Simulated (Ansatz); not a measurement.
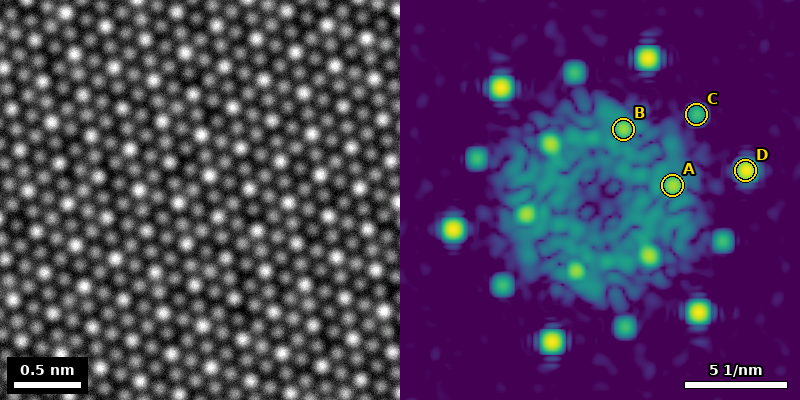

HRTEM-like image of Ni₃AgC (Pm-3m, No. 221) along [111]. Simulated in the weak-phase-object approximation with neutral-atom potentials: 80 kV, Cs = −13 µm, defocus +88 Å (negative is underfocus), defocus spread 12 Å, aperture 0.86 1/Å. Shot noise and the speckle of an amorphous layer were added. Structure: the end point of a relaxation with DFT PBE, scalar-relativistic, plane waves, PAW (Ansatz 0.2.0); the starting structure was generated, so it need not be a known form of this composition.

The right panel is the modulus of the image's Fourier transform on a logarithmic scale.

a = 3.836 Å, b = 3.836 Å, c = 3.836 Å, α = 90.00°, β = 90.00°, γ = 90.00°

Index the marked spots and give their plane spacings (the zone axis points at the viewer; indices equivalent by symmetry, or all signs reversed, are as good).

A: (-1 0 1), d = 2.71 Å; B: (0 -1 1), d = 2.71 Å; C: (-1 -1 2), d = 1.57 Å; D: (-2 0 2), d = 1.36 Å. A and B enclose 60°, and every spot obeys the zone law hu + kv + lw = 0 for [111].
